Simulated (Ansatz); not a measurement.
# BHOSi: what the fields show

Input file:

```
crystal:
  periodic: [false, false, false]
  atoms:
    - {symbol: B, position_ang: [1.167791, -0.781400, 1.502543]}
    - {symbol: Si, position_ang: [0.845270, -0.159526, -0.313284]}
    - {symbol: O, position_ang: [-0.738261, 0.029464, -0.721134]}
    - {symbol: H, position_ang: [-1.230174, 0.745508, -0.309861]}
basis:
  gaussian: {orbitals: def2-TZVPP}
hamiltonian: {xc: pbe0, dispersion: d4}
output: {orbitals: {seedname: orbitals}}
```

Run with:

```sh
ansatz run in.yaml --threads 2 --pin off --events-out ev --progress --plain --max-ram 4352MiB
```

Geometry: PBE0-D4/def2-TZVP.

Method: RKS PBE0-D4/def2-TZVPP (Ansatz).

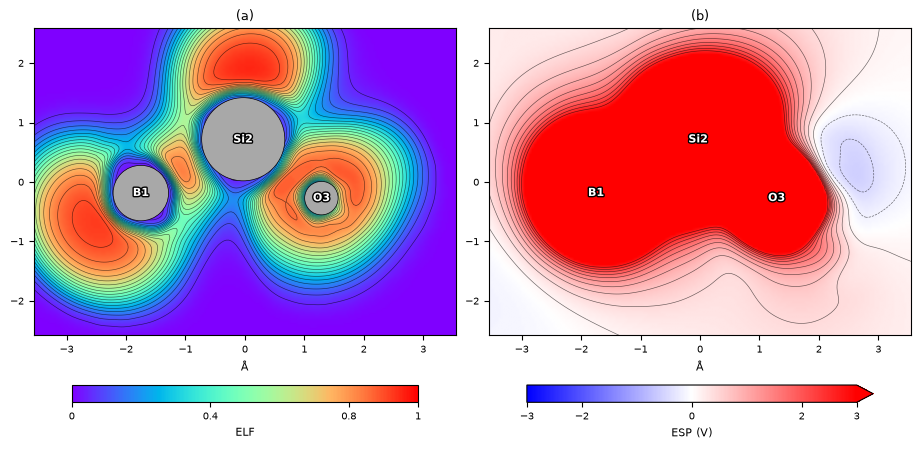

Figure 1. (a) ELF; (b) electrostatic potential on the plane of atoms B1, Si2 and O3. Grey discs cover the atomic cores in the ELF map.

### Interpret the plot.

The section cuts through B, Si and O sites.
Si–O (1.65 Å): the ELF peaks at about 0.90 between the atoms (a shared but strongly polarised pair).
Si–B (1.95 Å): the ELF peaks at about 0.85 between the atoms (a shared electron pair).
The ELF also peaks beside B1, O3 and Si2, away from the bonds: lone-pair regions.
Outside the dense part of the molecule the potential is most negative (−0.6 V) near O3.

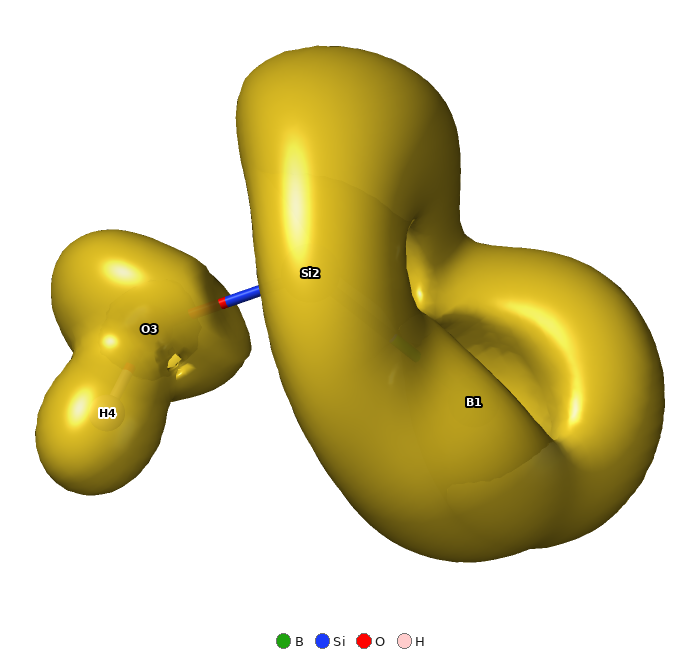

Figure 2. Isosurface of the ELF at 0.75 (yellow), seen across its widest extent. Only the valence region is drawn (cores and ρ < 0.01 e/Å³ removed).

### What do the ELF domains correspond to?

The ELF exceeds this value in one joined region spread over several atoms (B, Si), in which their bonds and any lone pairs are merged and one joined region spread over several atoms (H, O), in which their bonds and any lone pairs are merged.

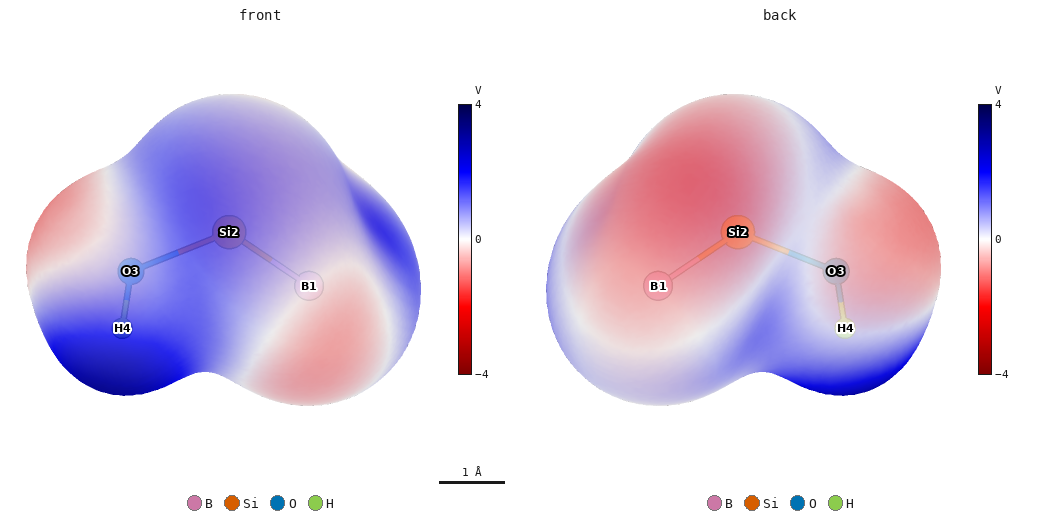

Figure 3. The electrostatic potential painted on the density surface at 0.002 e/bohr³, seen from the front and from behind; red is negative and blue positive.

### Describe the electrostatic potential map.

The most negative region (about −1.3 V) lies over Si2, the most positive (about +3.1 V) over H4.

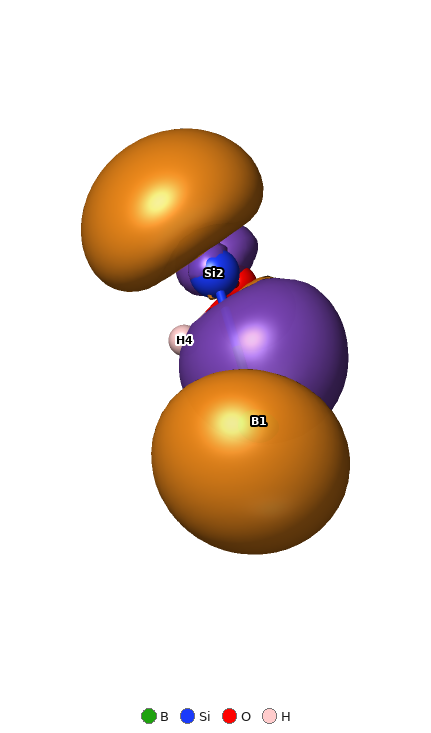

Figure 4. The LUMO at ±0.15 Å⁻³ᐟ² (orange and purple are the two phases), seen at an oblique angle.

### Where does this orbital lie, and at what energy?

It lies mainly on B1 (about 55 %), Si2 (about 40 %) and O3 (about 5 %). Its energy is −3.87 eV.
